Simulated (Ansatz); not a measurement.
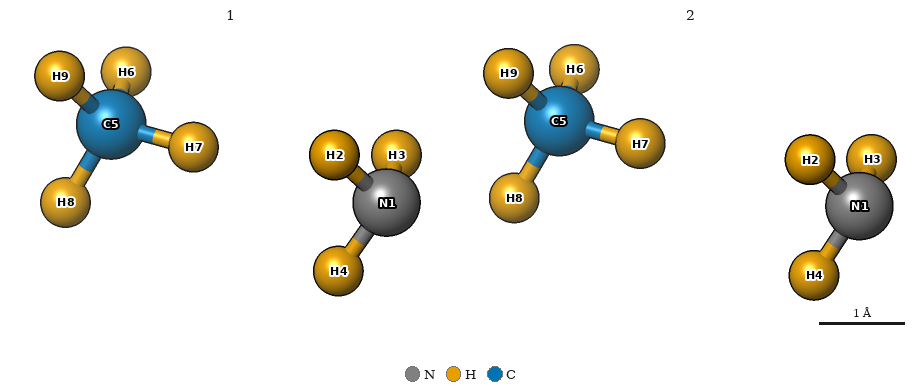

Two geometries of CH7N, drawn at one scale. One is the start of a relaxation, the other its converged end. The picture is a ball-and-stick view, seen at a tilt.

Theory: Ansatz, RKS PBE0-D4/def2-TZVP. (force threshold 0.005 eV/Å; at most 200 steps)

Which one is relaxed?

Structure 2 is the relaxed one. Over 4 geometry steps the energy falls by 0.050 eV. Largest force component: 0.82 eV/Å at the start, 0.00079 eV/Å at the end. The largest moves after the best rigid fit, 0.21 Å, are those of H2 and H4. Largest moves by element: H 0.21 Å, N 0.17 Å, C 0.16 Å. Near-neighbour distances that change, for instance: N1–H2 1.029 → 1.013 Å, C5–H6 1.106 → 1.090 Å. Bond angles that change, for instance: H2–N1–H3 105.0° → 107.1°. The run took 4.8 s on 2 threads of Arm Neoverse V2, with other jobs on the host.

Limits of the set-up: the start holds two separate molecules, 2.4 Å apart at their closest, whose relative position is a soft coordinate.
